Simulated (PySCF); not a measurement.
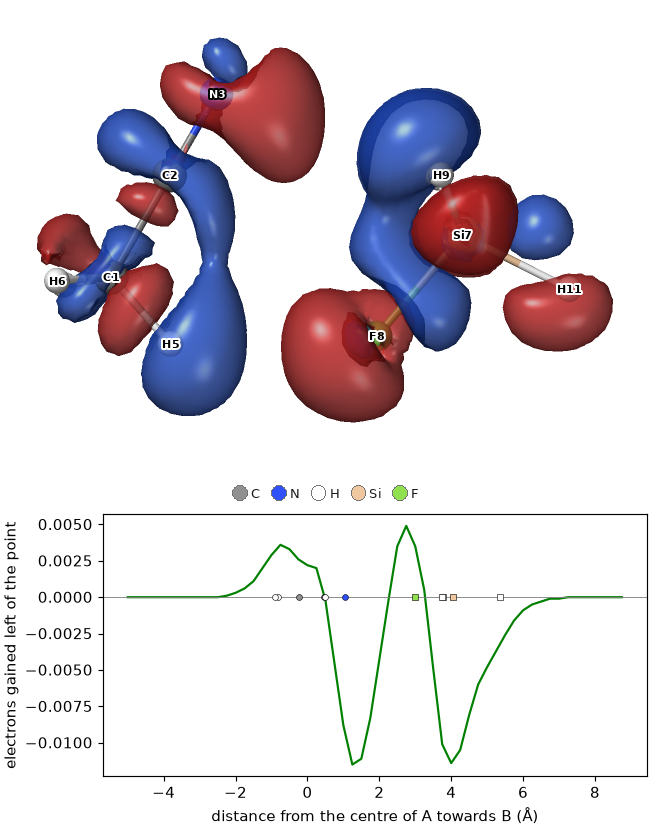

Figure. C$_{2}$H$_{6}$FNSi, SMILES `CC#N.[SiH3]F`. Density of the complex less the densities of the two fragments at the same geometry, ±0.002 e/Å³ (red: gain, blue: loss). Fragment A: H3C2N (atoms 1–6); fragment B: SiH3F. Below: the charge-displacement curve along the line of centres (A on the left).

Computed with PySCF, TPSS/def2-SVPD, geometry: GFN2-xTB.

**How is the density rearranged on binding?**

Hirshfeld charges show almost no net transfer (under 0.005 e). By Hirshfeld charges, electrons gather most on N3 (−0.011 e) and leave H5 most (+0.010 e); 0.07 e is displaced in all, which induces a dipole of 0.15 D.

**What is the interaction energy, and which contacts carry it?**

The counterpoise-corrected interaction energy of the frozen fragments is −1.7 kcal/mol without dispersion correction and −3.6 kcal/mol with D3(BJ). The pair geometry is semi-empirical, not a minimum at this level. Contacts: H5···F8, weak C–H hydrogen bond, 2.53 Å, ρ = 0.007 a.u.; N3···Si7, 3.47 Å, ρ = 0.005 a.u., a bond path close to vanishing (ellipticity 2.1); C2···F8, 3.21 Å, ρ = 0.005 a.u., a bond path close to vanishing (ellipticity 2.2). The pose is a local one from a semi-empirical search, not shown to be the most stable.

Cost of the run: 2.2 min on 1 thread of Arm Neoverse V1, with other jobs on the host, peak memory 0.64 GiB.
